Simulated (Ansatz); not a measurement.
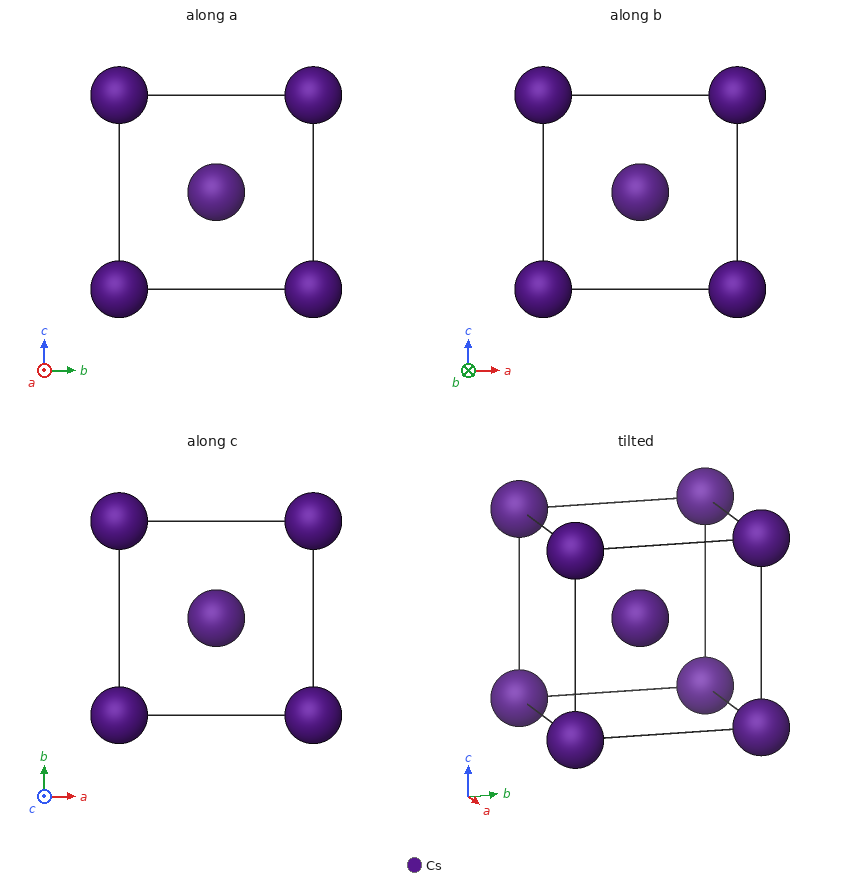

Structure drawing (spheres-only), viewed along the a axis, along the b axis, along the c axis and slightly off an axis. The parallelepiped is the conventional unit cell.

Lattice parameters: a = 6.1812 Å, b = 6.1812 Å, c = 6.1812 Å, α = 90.000°, β = 90.000°, γ = 90.000°.

Question: Write down what is shown as a CIF in P1 with every atom of the cell.

Answer:
```cif
data_structure
_symmetry_space_group_name_H-M 'P 1'
_symmetry_Int_Tables_number 1
_cell_length_a 6.1812
_cell_length_b 6.1812
_cell_length_c 6.1812
_cell_angle_alpha 90.000
_cell_angle_beta 90.000
_cell_angle_gamma 90.000
_cell_volume 236.16
loop_
_atom_site_label
_atom_site_type_symbol
_atom_site_fract_x
_atom_site_fract_y
_atom_site_fract_z
_atom_site_occupancy
Cs1 Cs 0.0000 0.0000 0.0000 1
Cs2 Cs 0.5000 0.5000 0.5000 1
```

Provenance: the standard structure of this element. Earlier steps of the study may have refined or changed the cell and positions. It was run through Ansatz as a DFT input.
